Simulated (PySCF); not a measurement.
Consider La$_{3}$ (charge −1).

```json
{"atom": "La", "x (Å)": "0.0000", "y (Å)": "0.0000", "z (Å)": "2.9900"}
{"atom": "La", "x (Å)": "0.0000", "y (Å)": "0.0000", "z (Å)": "0.0000"}
{"atom": "La", "x (Å)": "0.0000", "y (Å)": "0.0000", "z (Å)": "-2.9900"}
```

Core potentials replace the inner electrons of La; the highest occupied orbital lies above zero, a sign that basis and functional describe the outermost electron poorly.

These are results of RKS BP86, La def2-SVP with ECP46; non-relativistic Hamiltonian with scalar-relativistic core potentials where named; density fitting in PySCF 2.14.0, not measurements.

**Predict the electron density and electron localisation function between the atoms.**

La–La (2.99 Å): ρ is about 0.35 e/Å³ halfway; the ELF is about 0.25 at the midpoint.

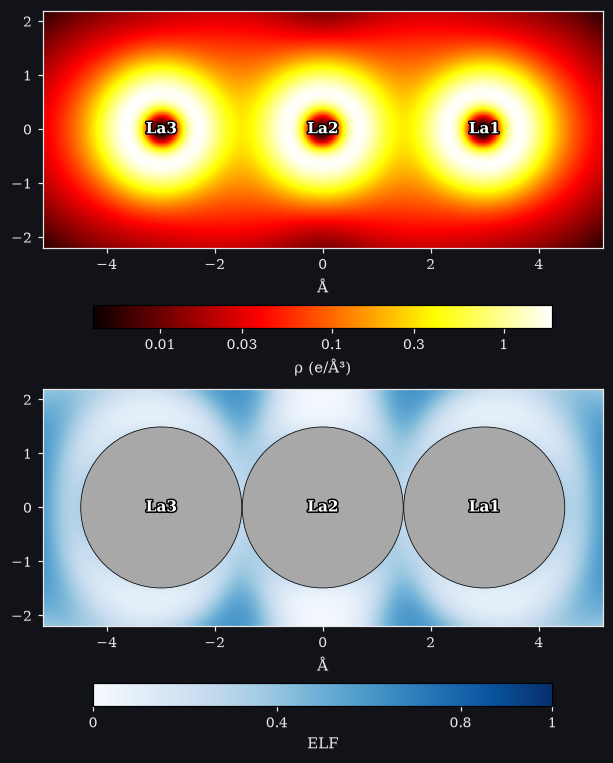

Computed electron density and electron localisation function on a plane that holds the molecular axis, in this order. Grey discs cover the atomic cores in the ELF map. 
